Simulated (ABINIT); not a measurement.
# YVO4 (I4_1/amd): a self-consistent loop beyond G0W0, cycle by cycle, part 3 of 3

How far does self-consistency move the gap of YVO4 (I4_1/amd)?

ABINIT 10.8.3; LDA and many-body steps on it, plane waves. Known limits of the many-body steps: not at the basis limit; no spin polarisation; d states lean on the start; no spin-orbit coupling; coarse k mesh.

So far. Step 10 (evGW, cycle 1): Against G0W0 in ABINIT (2×2×2 mesh, 134 bands, screening to 89.8 eV, Godby-Needs plasmon pole), the gap moves by +0.931 eV. Step 13 (evGW, cycle 2): Against the cycle before, the gap moves by +0.067 eV.

## (15) Screening, 2×2×2 mesh, 134 bands, screening to 89.8 eV

This step: RPA screening on LDA from quasiparticle energies, plane waves, norm-conserving pseudopotentials.

run.abi reads:

```
acell 3*1.0 Angstrom
rprim 
  -3.559150000000 3.559150000000 3.144650000000
  3.559150000000 -3.559150000000 3.144650000000
  3.559150000000 3.559150000000 -3.144650000000
ntypat 3
znucl 39 23 8
natom 12
typat 1 1 2 2 3 3 3 3 3 3 3 3
xred 
  0.750000000000 0.250000000000 0.500000000000
  0.000000000000 0.000000000000 0.000000000000
  0.500000000000 0.500000000000 0.000000000000
  0.250000000000 0.750000000000 0.500000000000
  0.510000000000 0.325800000000 0.184200000000
  0.075800000000 0.391600000000 0.315800000000
  0.141600000000 0.325800000000 0.815800000000
  0.075800000000 0.760000000000 0.684200000000
  0.240000000000 0.924200000000 0.315800000000
  0.674200000000 0.490000000000 0.815800000000
  0.608400000000 0.924200000000 0.684200000000
  0.674200000000 0.858400000000 0.184200000000
pp_dirpath "pseudos"
pseudos "Y.upf, V.upf, O.upf"
ecut 38
ngkpt 2 2 2
nshiftk 1
shiftk 0 0 0
kptopt 1
chksymbreak 0
istwfk *1
occopt 1
irdwfk 1
optdriver 3
nband 134
ecuteps 3.3
inclvkb 2
awtr 1
symchi 1
irdqps 1
gwcalctyp 10
nqptdm 3
qptdm 
  0.5000000000 0.0000000000 0.0000000000
  0.5000000000 0.5000000000 0.0000000000
  0.5000000000 0.5000000000 0.5000000000
indata_prefix "in"
outdata_prefix "out"
tmpdata_prefix "tmp"
```

mrgscr.stdin reads:

```
2
merged
q0_SCR
out_SCR
1
```

Launch:

```
OMP_NUM_THREADS=1 mpirun -n 4 abinit run.abi > log; mrgscr < mrgscr.stdin
```

Numbers of over 12 decimals in the logs are rounded to 6 here.

Output:

```text
.Version 10.8.3 of ABINIT. v10.8.2 released Aug 2026.

 Symmetries : space group I4_1/a m d (#141); Bravais tI (body-center tetrag.)
[... echo of the input left out ...]
== DATASET  1 ==================================================================
-   mpi_nproc: 4, omp_nthreads: 1 (-1 if OMP is not activated)

--- !DatasetInfo
iteration_state: {dtset: 1, }
dimensions: {natom: 12, nkpt: 4, mband: 134, nsppol: 1, nspinor: 1, nspden: 1, mpw: 12033, }
cutoff_energies: {ecut:  38.0, pawecutdg:  -1.0, }
[...]
q-point number  1        q = ( 0.500000, 0.000000, 0.000000) [r.l.u.]
--------------------------------------------------------------------------------
[... chi0 elements left out ...]
  Average fulfillment of the sum rule on Im[epsilon] for q-point    2 :     50.10  [%]

--------------------------------------------------------------------------------
  q-point number  2        q = ( 0.500000, 0.500000, 0.000000) [r.l.u.]
--------------------------------------------------------------------------------
[... chi0 elements left out ...]
  Average fulfillment of the sum rule on Im[epsilon] for q-point    3 :     50.82  [%]

 [... 1 further q-points ...]
```

Wall time 19 s (4 MPI ranks of Arm Neoverse V1, shared host); peak memory 1.4 GiB; 74 s of CPU time.

Numbers from this step:

```yaml
plasma_frequency: 28.82 eV
plane_waves_in_the_screening_matrix: 297
```

This screening reads the quasiparticle levels of the cycle before.

## (16) evGW, cycle 3

This step: evGW on LDA, plane waves, norm-conserving pseudopotentials.

Edit run.abi of step 15 so:

```diff
@@ -33,12 +33,10 @@
 irdwfk 1
-optdriver 3
+optdriver 4
 nband 134
-ecuteps 3.3
-inclvkb 2
-awtr 1
-symchi 1
-irdqps 1
 gwcalctyp 10
-nqptdm 3
-qptdm 
+ecutsigx 38
+symsigma 1
+nkptgw 4
+kptgw 
+  0.0000000000 0.0000000000 0.0000000000
   0.5000000000 0.0000000000 0.0000000000
@@ -46,2 +44,11 @@
   0.5000000000 0.5000000000 0.5000000000
+bdgw 
+  25 60
+  25 60
+  25 60
+  25 60
+ecuteps 3.3
+irdscr 1
+ppmodel 1
+irdqps 1
 indata_prefix "in"
```

Launch:

```
OMP_NUM_THREADS=1 mpirun -n 4 abinit run.abi > log
```

Output:

```text
.Version 10.8.3 of ABINIT. v10.8.2 released Aug 2026.

 Symmetries : space group I4_1/a m d (#141); Bravais tI (body-center tetrag.)
[... echo of the input left out ...]
== DATASET  1 ==================================================================
-   mpi_nproc: 4, omp_nthreads: 1 (-1 if OMP is not activated)

--- !DatasetInfo
iteration_state: {dtset: 1, }
dimensions: {natom: 12, nkpt: 4, mband: 134, nsppol: 1, nspinor: 1, nspden: 1, mpw: 12033, }
cutoff_energies: {ecut:  38.0, pawecutdg:  -1.0, }
[...]
.  kptgw no:  2; Maximum DeltaE = (  -0.004  -0.000) for band index:  1
.  kptgw no:  3; Maximum DeltaE = (  -0.004   0.000) for band index:  3
.  kptgw no:  4; Maximum DeltaE = (   0.003   0.000) for band index: 13

== END DATASET(S) ==============================================================
================================================================================

 -outvars: echo values of variables after computation  --------
           etotal      0.0000000000E+00
            nband         134
             nkpt           4
          spgroup         141
 [... the other variables as echoed above ...]

 Calculation completed.
```

It took 2.3 min on 4 MPI ranks; peak memory 3.5 GiB.

This step gave:

```yaml
quasiparticle_gap_on_the_mesh: 6.244 eV
gap_of_the_density_functional_on_the_mesh: 2.875 eV
k_of_the_valence_top: 0, 0, 0
k_of_the_conduction_bottom: 0, 0, 0
least_direct_quasiparticle_gap_on_the_computed_points: 6.244 eV
```

Against the cycle before, the gap moves by +0.007 eV.

## (17) The runs together

Times are wall times on 4 MPI ranks of Arm Neoverse V1, shared host, good to a factor of about two. A run's time includes the screening step that it read.

| run | mesh | bands | screening cutoff (eV) | DFT gap (eV) | gap on the mesh (eV) | direct (eV) | ε∞ used | time |
| --- | --- | --- | --- | --- | --- | --- | --- | --- |
| G0W0 | 2×2×2 | 134 | 89.8 | 2.875 | 5.239 | 5.239 | 4.08 | 1.7 min |
| evGW0, cycle 1 | 2×2×2 | 134 | 89.8 | 2.875 | 5.836 | 5.836 | 4.08 | 3.8 min |
| evGW0, cycle 2 | 2×2×2 | 134 | 89.8 | 2.875 | 5.644 | 5.644 | 4.08 | 3.9 min |
| evGW0, cycle 3 | 2×2×2 | 134 | 89.8 | 2.875 | 5.648 | 5.648 | 4.08 | 3.8 min |
| evGW, cycle 1 | 2×2×2 | 134 | 89.8 | 2.875 | 6.170 | 6.170 | 3.32 | 4 min |
| evGW, cycle 2 | 2×2×2 | 134 | 89.8 | 2.875 | 6.237 | 6.237 | 3.22 | 4 min |
| evGW, cycle 3 | 2×2×2 | 134 | 89.8 | 2.875 | 6.244 | 6.244 | 3.21 | 3.9 min |

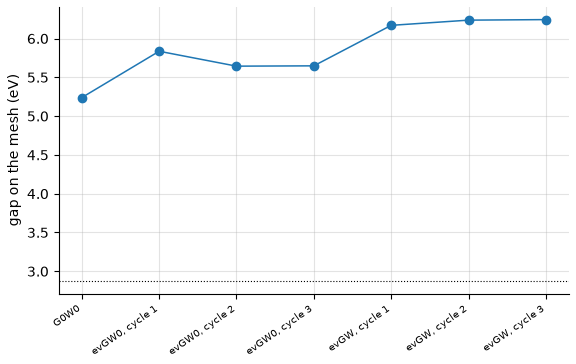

The gap through the cycles; the dotted line is the starting gap.

## (18) Results

| Quantity | Value |
| --- | --- |
| G0W0 | 5.239 eV |
| evGW0, cycle 1 | 5.836 eV |
| evGW0, cycle 2 | 5.644 eV |
| evGW0, cycle 3 | 5.648 eV |
| evGW, cycle 1 | 6.170 eV |
| evGW, cycle 2 | 6.237 eV |
| evGW, cycle 3 | 6.244 eV |
| known limits | not at the basis limit; no spin polarisation; d states lean on the start; no spin-orbit coupling; coarse k mesh |

Only the bands that the input lists are updated; the others, empty or deep, keep the functional's energies or take a rigid shift. The evGW loop starts from the last levels of evGW0, so its cycles and time come on top of those. evGW0 ends at 5.65 eV, +0.41 eV from G0W0, after 3 cycles that took 6.8 min beside the first screening; the last moved the gap by 0.004 eV. evGW ends at 6.24 eV, +1.01 eV from G0W0, after 3 cycles that took 12 min beside the first screening; the last moved the gap by 0.007 eV. The first cycle of evGW0 takes the full correction, without the factor Z, so it overshoots the one-shot value. Bands and cutoff are finite, so the gap is not at the basis limit. The miss can reach some tenths of an eV and take either sign; the mesh is an error of its own. The 2×2×2 mesh is coarse for this cell, which bears on the long-range parts of exchange and screening. In the updated screening the q = 0 part is built from Kohn-Sham bands under a rigid shift, the other q from the quasiparticle levels. The runs have no spin polarisation. For a closed low-spin shell that is the natural state; where a d or f shell is open it is a constraint, and the gap is then not the crystal's own. With d states at the gap, one-shot GW leans hard on its start. The many-body steps are scalar-relativistic: spin-orbit coupling is not in them.

[Paths, hosts, dates, memory and timing lines, banners, echoed tables and standing remarks are left out of the program output.]

[Logs are printed without paths, hosts, clocks, repeated set-up lines and the standing remarks that a program may print on its own settings, such as how far it seeks lower states.]

[Runs of the session that timed out or met a known fault of the program may be left out.]

[Hosts, paths, dates, database ids (printed as entryN), source tags and the programs' standing remarks are cut or masked in the printed files.]

[G0W0 gaps are taken among the corrected bands and points alone; a level outside them can change the order at an edge.]

[Where Ansatz stands beside ABINIT at settings called matched, ABINIT's density can come from a denser mesh and the files from another edition; pairs whose starting gaps differed by over 0.03 eV were left out, so agreement reads better than it is.]
